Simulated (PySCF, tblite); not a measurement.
# C₃H₈ClOSi₂ radical: geometry, infrared bands and EPR parameters

Wanted: the infrared bands and EPR parameters of C₃H₈ClOSi₂ radical (`[CH2][C@@H]1C[Si@@H](Cl)O[SiH2]1`), by calculation.

The runs use tblite 0.8.0 and PySCF 2.14.0, with density-fitted response routines of our own; the level of theory stands in each step. All values are computed, except where a source is named. Atoms are numbered from 0 throughout.

## Step 1: The starting structure

15 atoms, charge 0, multiplicity 2; geometry from: force field or distance geometry start.

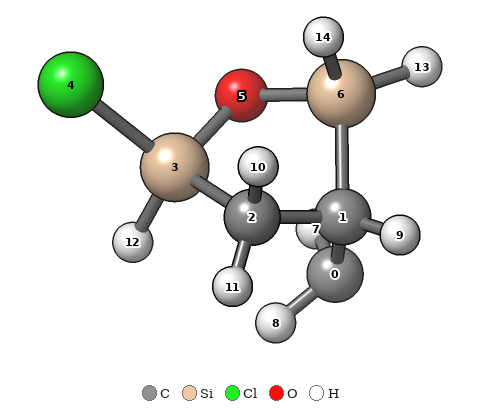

As it starts; carbon grey, silicon light orange, chlorine green, oxygen red, hydrogen white, atoms numbered.

## Step 2: Relaxing the molecule with GFN2-xTB

The job: settings as JSON, then the geometry in Å.

```
{"job": {"kind": "relax", "xc": "GFN2-xTB", "basis": "xTB"}, "charge": 0, "multiplicity": 2}
C     -0.119900    -1.511100    -1.075300
C      0.748100    -0.301900    -0.821400
C      1.050500    -0.130700     0.679200
Si    -0.721000     0.037300     1.295800
Cl    -0.858300     1.341500     2.935800
O     -1.626300     0.761900     0.022000
Si    -0.336000     1.200200    -1.048800
H     -1.199000    -1.199200    -1.119200
H     -0.062900    -2.201700    -0.194000
H      1.666000    -0.283000    -1.395600
H      1.555000     0.836700     0.822500
H      1.565400    -0.997200     1.089500
H     -1.270200    -1.300200     1.663200
H     -0.766500     1.399700    -2.413800
H      0.370800     2.355800    -0.461800
```

The run is started by

```sh
> OMP_NUM_THREADS=1 python probes_run.py task.json out
```

One launch serves the whole session: the jobs run in the order shown.

**Question.** This job is followed by: GFN2-xTB harmonic vibrations, gas phase; UKS B3LYP, pcH-1 on C Cl H O Si, non-relativistic, mean-field spin-orbit, GIAO. Predict these results of the whole session: strongest single infrared mode (GFN2-xTB); zero-point energy (GFN2-xTB); g(iso) (B3LYP); ⟨S²⟩; largest a(iso) (averaged by class); potential on the surface of density 0.002 e/bohr³, 1st and 99th percentile.

As calculated:

```
                                                                  quantity                    value
                                 strongest single infrared mode (GFN2-xTB)     690 cm⁻¹, 511 km/mol
                                              zero-point energy (GFN2-xTB)            62.4 kcal/mol
                                                            g(iso) (B3LYP)                  2.00245
                                                                      ⟨S²⟩       0.754 (exact 0.75)
                                        largest a(iso) (averaged by class)  29Si on Si6, -161.4 MHz
potential on the surface of density 0.002 e/bohr³, 1st and 99th percentile       -1.13 V and 1.48 V
```

What this shows: Relaxing lowered the energy by 1.721 eV in 84 steps; the close pair that moved most is Si3–Cl4, from 2.100 to 2.000 Å. No mode is imaginary among the 39: a minimum at this level. The strongest single mode, at 690 cm⁻¹, is spread over several atoms, H12, Si3, C1, H14 among them. GFN2-xTB is a fitted tight-binding method: band positions and strengths are rough. Its intensities can rank the bands wrongly. Most of the unpaired spin sits on C0 (1.00 e). The isotropic g lies 0.1 ppt above the free-electron value. These values are for one conformer; the search (at its own cheap level) found 2 more, at 1.16, 1.17 kcal/mol, and measured spectra average over such forms.
